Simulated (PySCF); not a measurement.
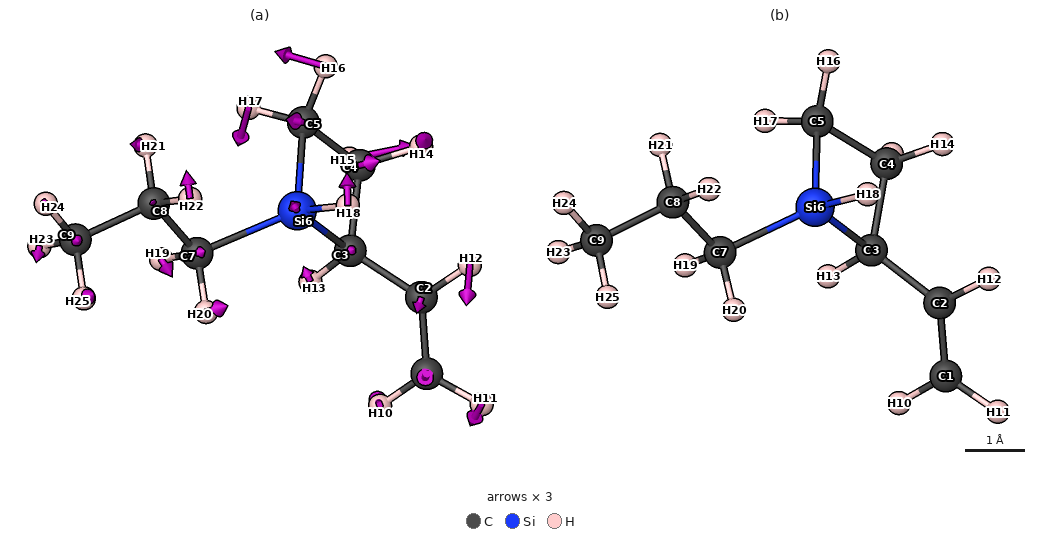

The structure of C8H16Si before (left) and after (right) a relaxation, at one scale. The purple arrows give the displacements, magnified 3 times.

A ball-and-stick model, seen at a tilt.

The start comes from GFN2-xTB. Its atoms were then displaced at random by about 0.01 Å.

Computed with PBE0-D3(BJ)/def2-SVP geometry optimisation, gas phase in PySCF. 

**Describe what moved and what it gained.**

After 11 geometry steps the energy has fallen by 0.310 eV. The atom that moves furthest after the best rigid fit is H15 (0.40 Å). By element the largest moves are H 0.40 Å, C 0.19 Å, Si 0.09 Å. Some distances before and after: C9–H23 1.047 → 1.101 Å, C4–C5 1.503 → 1.550 Å, Si6–H18 1.462 → 1.500 Å, C3–Si6 1.949 → 1.913 Å. Bond angles that change, for instance: C2–C3–Si6 118.2° → 123.0°, Si6–C3–H13 111.8° → 107.2°, C4–C5–Si6 90.6° → 86.3°. Cost: 8.6 min on 1 thread of Arm Neoverse N1, on a shared host.
